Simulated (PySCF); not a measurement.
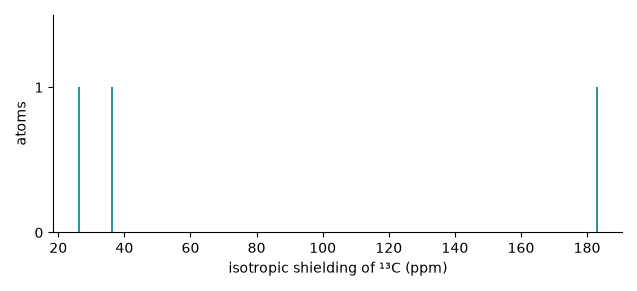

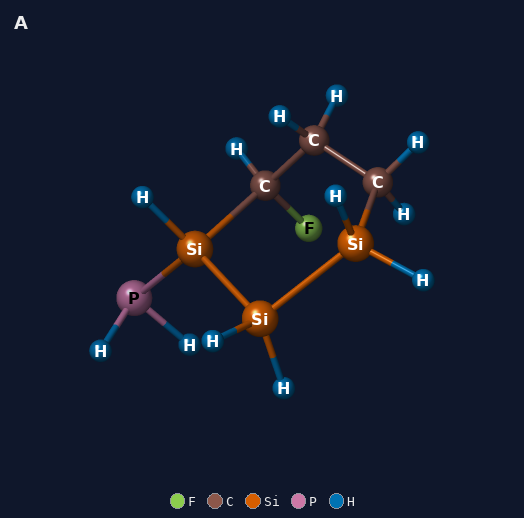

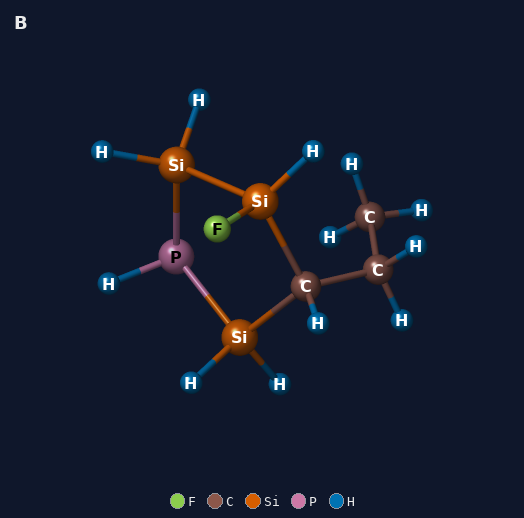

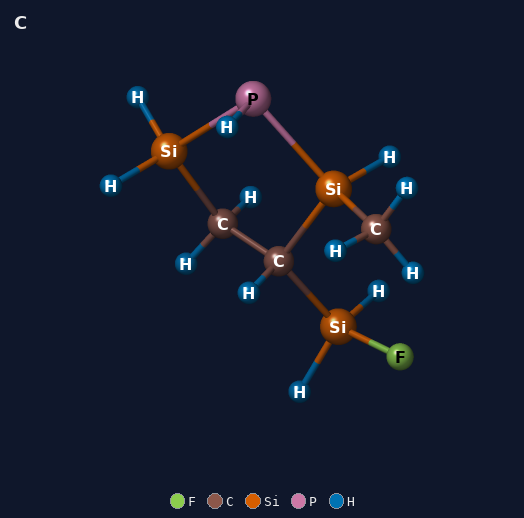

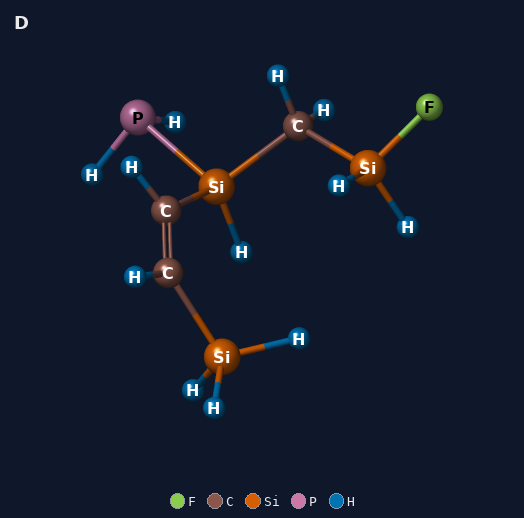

The sticks are computed shieldings of one of the molecules, for one fixed geometry (GFN2-xTB) without averaging over rotations. Low shielding means a high chemical shift. Method: GIAO PBE0/pcSseg-1 NMR shielding, non-relativistic, gas phase (PySCF 2.14.0).

Question: Match the spectrum to a structure.

Answer: D, `F[SiH2]C[Si@H](P)/C=C\[SiH3]`. Its 3 C atoms give lines at 26.3, 36.1, 182.9 ppm.

The geometry is semi-empirical. Around P, Si such bond lengths and angles can be off by a tenth of an ångström or more and by several degrees, and values that hang on the shape move with them.
